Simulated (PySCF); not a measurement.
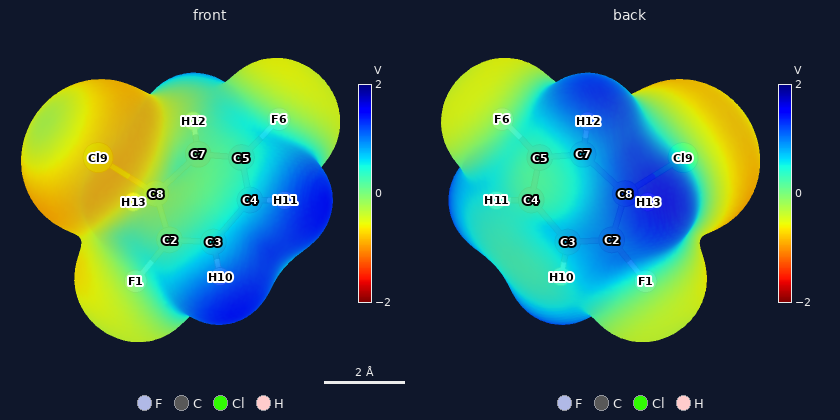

Figure 1: C6H4ClF2 (doublet). The electrostatic potential painted on the density surface at 0.002 e/bohr³, seen from the front and from behind; red is negative and blue positive.

Geometry: GFN2-xTB.

The calculation used UKS B3LYP, pcH-1 on C Cl F H, non-relativistic, mean-field spin-orbit, GIAO (PySCF).

```yaml
atoms:
  - { symbol: F, position_ang: [-1.3558, -2.2753, -0.0538] }
  - { symbol: C, position_ang: [-0.5963, -1.1718, -0.0345] }
  - { symbol: C, position_ang: [0.7564, -1.2779, 0.1324] }
  - { symbol: C, position_ang: [1.5471, -0.1314, 0.0831] }
  - { symbol: C, position_ang: [0.9343, 1.0980, -0.1829] }
  - { symbol: F, position_ang: [1.7255, 2.1771, -0.3157] }
  - { symbol: C, position_ang: [-0.4122, 1.2366, -0.3587] }
  - { symbol: C, position_ang: [-1.2846, 0.1012, -0.1420] }
  - { symbol: Cl, position_ang: [-2.0842, 0.3892, 1.6538] }
  - { symbol: H, position_ang: [1.2024, -2.2499, 0.2703] }
  - { symbol: H, position_ang: [2.6147, -0.1812, 0.2135] }
  - { symbol: H, position_ang: [-0.8424, 2.2013, -0.5713] }
  - { symbol: H, position_ang: [-2.2092, 0.0845, -0.7119] }
```

Question: Where is the surface potential most negative and most positive?

Answer: The most negative region (about −0.9 V) lies over Cl9, the most positive (about +1.5 V) over H10, H11 and H13.
